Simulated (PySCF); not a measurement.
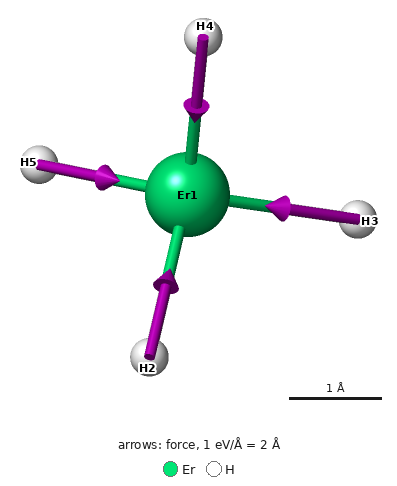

Starting geometry of ErH4 (charge −1) with the computed forces as purple arrows. The picture is a ball-and-stick view, seen face on.

The calculation used RKS PBE0, Er lcecp-1-SVP with ECP57, H def2-SVP; non-relativistic Hamiltonian with scalar-relativistic core potentials; density fitting (PySCF 2.14.0).

The input:
```
mol = gto.M(atom='''
Er     0.00000     0.00000     0.00000
H      1.24850     1.24850     1.24850
H     -1.24850    -1.24850     1.24850
H      1.24850    -1.24850    -1.24850
H     -1.24850     1.24850    -1.24850''',
    basis={'Er': 'lcecp-1-SVP', 'H': 'def2-SVP'},
    ecp={'Er': 'lcecp-1-SVP'},
    charge=-1, spin=0)
mf = dft.RKS(mol, xc='PBE0')
mf.grids.atom_grid = (50, 194)  # f atoms: at least (60, 302), unpruned
mf = mf.density_fit()  # Er AutoAux, H def2-universal-JKFIT
mf.conv_tol = 1e-08; mf.max_cycle = 55
mf.kernel(dm0)
# quasi-Newton relaxation in Cartesian coordinates to a largest gradient under 0.00045 Eh/bohr, steps kept in the point group
```

Launched with:
```bash
OMP_NUM_THREADS=2 python run.py
```

Is this structure relaxed? If not, where do the atoms go?

It isn't relaxed: the largest force vector, on H atoms, is 0.59 eV/Å. The atoms end up moving mostly along the starting forces (cosine between the two patterns 1.00). The largest moves after the best rigid fit, 0.096 Å, are those of H2, H3, H4 and H5. Er stays in place. Among the contacts that change: Er1–H2 2.162 → 2.066 Å. Over 3 geometry steps the energy falls by 0.120 eV. The largest force component goes from 0.34 to 0.002 eV/Å. Cost: 3.5 s on 2 threads of Arm Neoverse V2, with other jobs on the host, peak memory 0.46 GiB.

Limits of the set-up: the basis has no diffuse functions, which an anion needs.
